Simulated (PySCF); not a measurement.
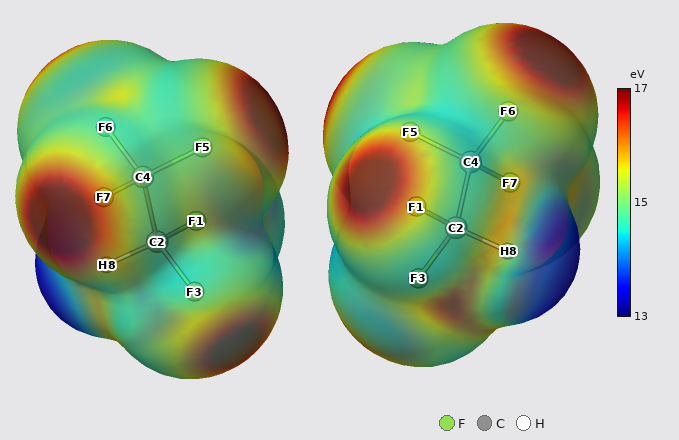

Figure. C2HF5, SMILES `FC(F)C(F)(F)F`. Average local ionisation energy on the surface of electron density 0.001 a.u. (back view left, front view right).

PySCF calculation, PBE0/def2-TZVP, gas phase; geometry: GFN2-xTB. No frequency check shows the geometry to be a minimum.

**Locate the minima of the map.**

The lowest value is 13.2 eV, 1.3 Å from H8. Further minima include 14.3 eV, 1.7 Å from F1; 14.6 eV, 1.7 Å from F7. For comparison, the highest occupied orbital lies at −10.5 eV.

Run time: 23 s on 1 thread of Intel(R) Xeon(R) Platinum 8259CL CPU @ 2.50GHz (Skylake/Cascade Lake), with other jobs on the host, peak memory 0.82 GiB.
